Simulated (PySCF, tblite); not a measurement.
# C₄H₅F₄N: a rotation path, then NMR shifts on frames, part 1 of 2

How do NMR shifts of C₄H₅F₄N (`C=N[C@@H](CF)C(F)(F)F`) change as the atoms move?

Computed with tblite 0.8.0 and PySCF 2.14.0, with density-fitted response routines of our own, on a single molecule in the gas phase. Atoms are numbered from 0 throughout.

## Step 1: Starting geometry

14 atoms, charge 0, multiplicity 1; geometry from: GFN2-xTB.

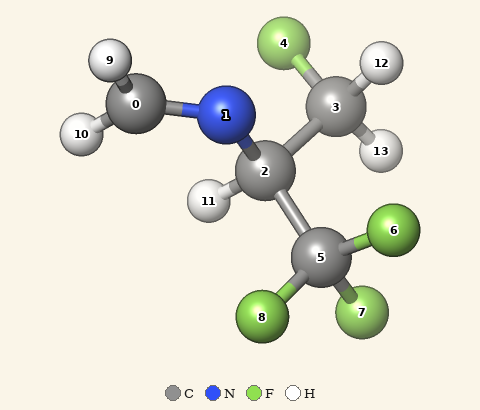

The starting geometry (carbon grey, nitrogen blue, fluorine green, hydrogen white), atoms numbered.

## Step 2: The rotation path with GFN2-xTB

The job: settings as JSON, then the geometry in Å.

```
{"job": {"kind": "neb", "xc": "GFN2-xTB", "basis": "xTB", "atoms": [1, 2, 5, 6], "turn": 120}, "charge": 0, "multiplicity": 1}
C     -1.925535    -1.072207    -0.086019
N     -0.807494    -0.815862     0.412138
C      0.032731     0.193134    -0.166688
C      0.354072     1.254979     0.892644
F     -0.732227     2.065445     1.062283
C      1.329939    -0.483044    -0.613609
F      1.973424    -1.086094     0.386296
F      2.188240     0.403727    -1.143747
F      1.106586    -1.404536    -1.556675
H     -2.527210    -1.830241     0.390586
H     -2.336493    -0.576375    -0.970032
H     -0.406263     0.680152    -1.057752
H      0.564922     0.777807     1.853764
H      1.184631     1.892644     0.574647
```

With the program's defaults for keys left out, this is: GFN2-xTB climbing-image nudged elastic band, gas phase.

Started as:

```sh
$ OMP_NUM_THREADS=1 python probes_run.py task.json out
```

This one command runs all jobs of the session in turn.

The program printed:

```text
image   E - E0 / eV
  0       0.0000
  1       0.0260
  2       0.0704
  3       0.1060
  4       0.1134
  5       0.0902
  6       0.0494
  7       0.0124
  8      -0.0004
```

Wall time 7.2 s (1 thread, shared host).

The final band, with the dihedral N1–C2–C5–F6:

| image | dihedral (°) | energy (eV) | energy (kcal/mol) |
| --- | --- | --- | --- |
| 0 | -59 | 0.000 | 0.0 |
| 1 | -43 | 0.026 | 0.6 |
| 2 | -28 | 0.070 | 1.6 |
| 3 | -12 | 0.106 | 2.4 |
| 4 | 3 | 0.113 | 2.6 |
| 5 | 18 | 0.090 | 2.1 |
| 6 | 33 | 0.049 | 1.1 |
| 7 | 47 | 0.012 | 0.3 |
| 8 | 61 | 0.000 | 0.0 |

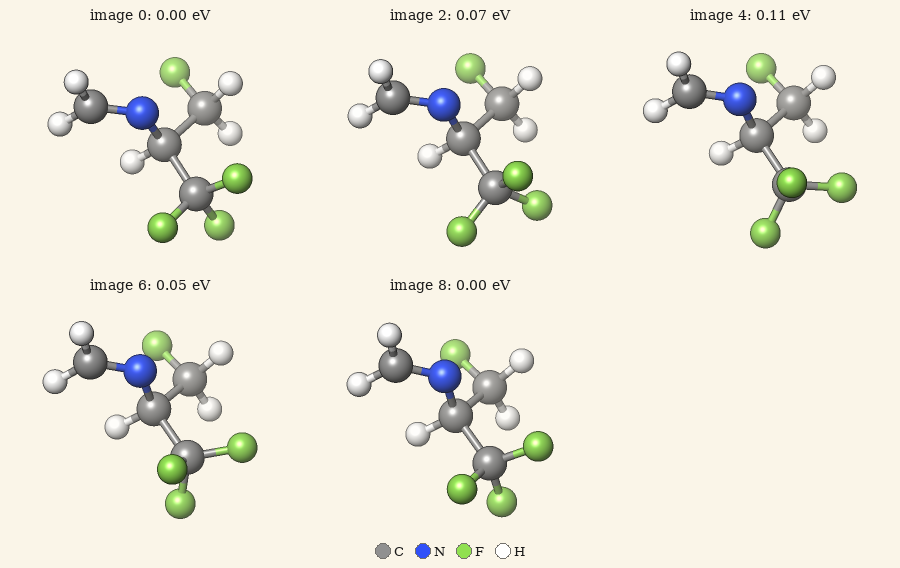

Images along the band.

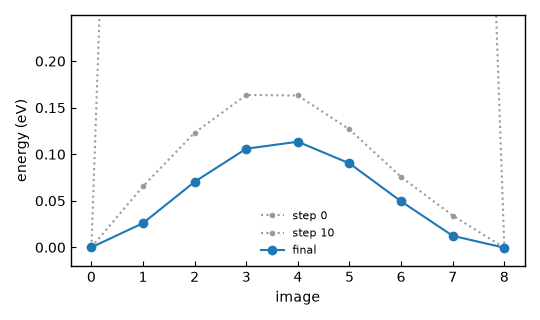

Energy along the band, early and final.

## Step 3: NMR shieldings: image 0, PBE0/pcSseg-1

The job: settings as JSON, then the geometry in Å.

```
{"job": {"kind": "nmr", "xc": "PBE0", "basis": "pcSseg-1", "pop": false}, "charge": 0, "multiplicity": 1}
C     -1.925500    -1.072200    -0.086000
N     -0.807500    -0.815900     0.412100
C      0.032700     0.193100    -0.166700
C      0.354100     1.255000     0.892600
F     -0.732200     2.065400     1.062300
C      1.329900    -0.483000    -0.613600
F      1.973400    -1.086100     0.386300
F      2.188200     0.403700    -1.143700
F      1.106600    -1.404500    -1.556700
H     -2.527200    -1.830200     0.390600
H     -2.336500    -0.576400    -0.970000
H     -0.406300     0.680200    -1.057800
H      0.564900     0.777800     1.853800
H      1.184600     1.892600     0.574600
```

Method: GIAO PBE0/pcSseg-1 NMR shielding, non-relativistic, gas phase.

The program printed:

```text
coarse grid: 12856 points
cycle   1  E = -608.6263871152  dE =  1.384e+00  |g| = 9.701e-01  |ddm| = 3.234e+00
cycle   2  E = -608.4581067513  dE =  1.683e-01  |g| = 1.461e+00  |ddm| = 1.382e+00
cycle   3  E = -608.7832301494  dE = -3.251e-01  |g| = 5.352e-02  |ddm| = 8.687e-01
cycle   4  E = -608.7836066355  dE = -3.765e-04  |g| = 3.109e-02  |ddm| = 6.291e-02
cycle   5  E = -608.7837932600  dE = -1.866e-04  |g| = 9.985e-03  |ddm| = 2.868e-02
cycle   6  E = -608.7838094276  dE = -1.617e-05  |g| = 3.911e-03  |ddm| = 7.967e-03
cycle   7  E = -608.7838125410  dE = -3.113e-06  |g| = 8.869e-04  |ddm| = 2.834e-03
final grid: 129104 points
cycle   8  E = -608.8613144048  dE = -5.382e-05  |g| = 7.789e-03  |ddm| = 2.615e-02
cycle   9  E = -608.8613070809  dE =  7.324e-06  |g| = 1.053e-02  |ddm| = 1.303e-02
cycle  10  E = -608.8613269390  dE = -1.986e-05  |g| = 1.324e-03  |ddm| = 7.225e-03
cycle  11  E = -608.8613272526  dE = -3.136e-07  |g| = 4.560e-04  |ddm| = 1.110e-03
cycle  12  E = -608.8613272904  dE = -3.777e-08  |g| = 1.835e-04  |ddm| = 3.681e-04
cycle  13  E = -608.8613272969  dE = -6.506e-09  |g| = 2.726e-05  |ddm| = 1.430e-04
cycle  14  E = -608.8613272971  dE = -1.394e-10  |g| = 6.983e-06  |ddm| = 2.615e-05
converged SCF energy = -608.8613272971

GIAO shielding tensors (ppm)
atom      isotropic    diamagn.    paramagn.     s11        s22        s33       span
  0 C       22.154     253.528    -231.375    -77.522     25.210    118.773    196.296
  1 N     -125.959     326.881    -452.840   -484.623   -136.274    243.020    727.643
  2 C      106.899     249.185    -142.286     96.561    104.797    119.339     22.778
  3 C      100.544     240.473    -139.929     70.971     82.478    148.182     77.211
  4 F      430.910     471.206     -40.296    389.886    426.161    476.682     86.797
  5 C       54.549     242.484    -187.935     53.059     53.651     56.938      3.878
  6 F      264.867     473.090    -208.223    183.434    273.473    337.694    154.260
  7 F      260.798     472.673    -211.875    174.268    261.700    346.425    172.158
  8 F      255.266     473.156    -217.891    170.748    257.148    337.901    167.153
  9 H       24.080      28.884      -4.803     22.732     23.279     26.231      3.499
 10 H       23.835      30.346      -6.511     20.168     24.213     27.123      6.954
 11 H       28.010      32.024      -4.014     26.173     28.494     29.363      3.190
 12 H       26.414      28.077      -1.662     22.161     27.364     29.719      7.557
 13 H       26.506      28.219      -1.713     21.915     27.736     29.866      7.951
```

Run time: 62 s. Hardware: 1 thread, shared host.

The references, computed at this level on geometries of the same kind, shield at (ppm): 1H TMS 31.72, 13C TMS 186.9, 19F CFCl3 170.9, 15N NH3 267.7. Their shielding less the atom's gives the shift. The references are single molecules in the gas phase, so shifts against H2O, NH3, PH3, H3PO4 or CFCl3 are not on the usual liquid scales and can be off by tens of ppm. Each atom is listed at this fixed geometry, with no averaging over motion; a spectrum would average atoms that exchange fast.

| atoms | environment | σ (ppm) | δ (ppm) |
| --- | --- | --- | --- |
| C0 | C=N carbon | 22.2 | 164.8 |
| C5 | CF3 carbon | 54.5 | 132.4 |
| C3 | sp3 CH2 bonded to F | 100.5 | 86.4 |
| C2 | sp3 CH bonded to N | 106.9 | 80.0 |
| H10 | hydrogen on a C=N carbon | 23.83 | 7.88 |
| H9 | hydrogen on a C=N carbon | 24.08 | 7.64 |
| H12 | hydrogen on an sp3 CH2 bonded to F | 26.41 | 5.30 |
| H13 | hydrogen on an sp3 CH2 bonded to F | 26.51 | 5.21 |
| H11 | hydrogen on an sp3 CH bonded to N | 28.01 | 3.71 |
| N1 | imine nitrogen | -126.0 | 393.7 |
| F8 | fluorine of a CF3 group | 255.3 | -84.3 |
| F7 | fluorine of a CF3 group | 260.8 | -89.9 |
| F6 | fluorine of a CF3 group | 264.9 | -93.9 |
| F4 | fluorine on an sp3 carbon | 430.9 | -260.0 |

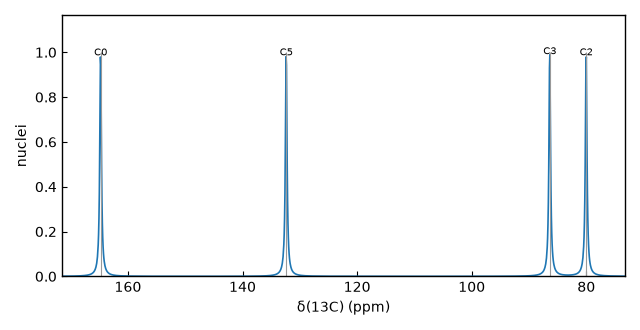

13C lines at the computed shifts, without couplings. Lines are broadened to a width of 0.34 ppm (Lorentzian).

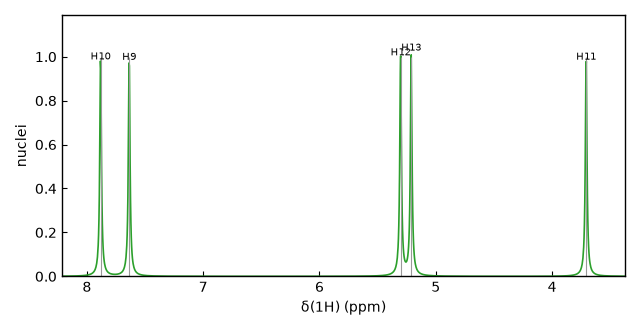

1H lines at the computed shifts, without couplings. Lines are broadened to a width of 0.02 ppm (Lorentzian).

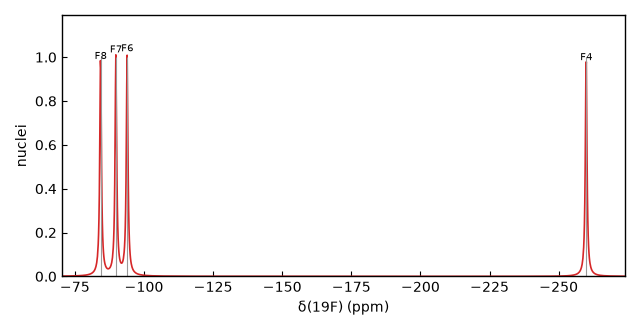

19F lines at the computed shifts, without couplings. Lines are broadened to a width of 0.70 ppm (Lorentzian).

## Step 4: Shielding tensors: image 2, PBE0/pcSseg-1

The job: settings as JSON, then the geometry in Å.

```
{"job": {"kind": "nmr", "xc": "PBE0", "basis": "pcSseg-1", "pop": false}, "charge": 0, "multiplicity": 1}
C     -1.901300    -1.109900     0.014100
N     -0.783700    -0.793000     0.476500
C      0.033400     0.191400    -0.174400
C      0.338800     1.323800     0.814500
F     -0.775100     2.102300     0.953100
C      1.331400    -0.504400    -0.611100
F      1.654500    -1.543400     0.155200
F      2.390900     0.320300    -0.600200
F      1.227400    -0.961200    -1.866900
H     -2.472400    -1.850700     0.551800
H     -2.339700    -0.687700    -0.894500
H     -0.430200     0.623500    -1.081500
H      0.587000     0.916600     1.798200
H      1.138100     1.971900     0.443000
```

With the program's defaults for keys left out, this is: GIAO PBE0/pcSseg-1 NMR shielding, non-relativistic, gas phase.

The program printed:

```text
coarse grid: 12856 points
cycle   1  E = -608.6197922207  dE =  1.386e+00  |g| = 9.739e-01  |ddm| = 3.239e+00
cycle   2  E = -608.4479232019  dE =  1.719e-01  |g| = 1.471e+00  |ddm| = 1.391e+00
cycle   3  E = -608.7781282203  dE = -3.302e-01  |g| = 5.383e-02  |ddm| = 8.698e-01
cycle   4  E = -608.7785101099  dE = -3.819e-04  |g| = 3.129e-02  |ddm| = 6.150e-02
cycle   5  E = -608.7786998116  dE = -1.897e-04  |g| = 9.122e-03  |ddm| = 2.748e-02
cycle   6  E = -608.7787130212  dE = -1.321e-05  |g| = 3.320e-03  |ddm| = 7.089e-03
cycle   7  E = -608.7787151240  dE = -2.103e-06  |g| = 9.401e-04  |ddm| = 2.482e-03
final grid: 129104 points
cycle   8  E = -608.8566953504  dE = -5.676e-05  |g| = 7.571e-03  |ddm| = 2.685e-02
cycle   9  E = -608.8566889352  dE =  6.415e-06  |g| = 1.012e-02  |ddm| = 1.264e-02
cycle  10  E = -608.8567072671  dE = -1.833e-05  |g| = 1.227e-03  |ddm| = 6.855e-03
cycle  11  E = -608.8567075296  dE = -2.625e-07  |g| = 4.261e-04  |ddm| = 1.043e-03
cycle  12  E = -608.8567075609  dE = -3.136e-08  |g| = 1.896e-04  |ddm| = 3.512e-04
cycle  13  E = -608.8567075681  dE = -7.159e-09  |g| = 2.817e-05  |ddm| = 1.482e-04
cycle  14  E = -608.8567075682  dE = -1.455e-10  |g| = 7.401e-06  |ddm| = 2.679e-05
converged SCF energy = -608.8567075682

GIAO shielding tensors (ppm)
atom      isotropic    diamagn.    paramagn.     s11        s22        s33       span
  0 C       23.279     253.463    -230.185    -75.276     26.125    118.986    194.262
  1 N     -129.115     326.678    -455.794   -492.755   -135.110    240.519    733.274
  2 C      107.059     249.399    -142.341     99.055    106.383    115.738     16.683
  3 C      100.543     240.318    -139.774     70.891     82.257    148.483     77.592
  4 F      430.328     471.308     -40.980    385.138    430.718    475.129     89.990
  5 C       54.421     241.385    -186.963     52.161     55.026     56.078      3.917
  6 F      257.690     472.604    -214.914    178.177    270.728    324.164    145.987
  7 F      259.634     472.384    -212.750    178.093    261.835    338.973    160.881
  8 F      245.259     473.041    -227.782    168.147    226.913    340.718    172.571
  9 H       24.080      28.892      -4.812     22.656     23.340     26.243      3.587
 10 H       23.885      30.283      -6.398     20.308     24.148     27.199      6.891
 11 H       27.907      31.969      -4.062     25.589     29.043     29.089      3.499
 12 H       26.501      28.047      -1.545     22.478     27.497     29.528      7.050
 13 H       26.425      28.433      -2.008     21.482     27.489     30.305      8.824
```

It took 54 s on 1 thread, shared host.

This run: δ C0 163.6, C5 132.5, C3 86.4, C2 79.9, H10 7.83, H9 7.64 ppm.

(Continued in part 2 of 2.)
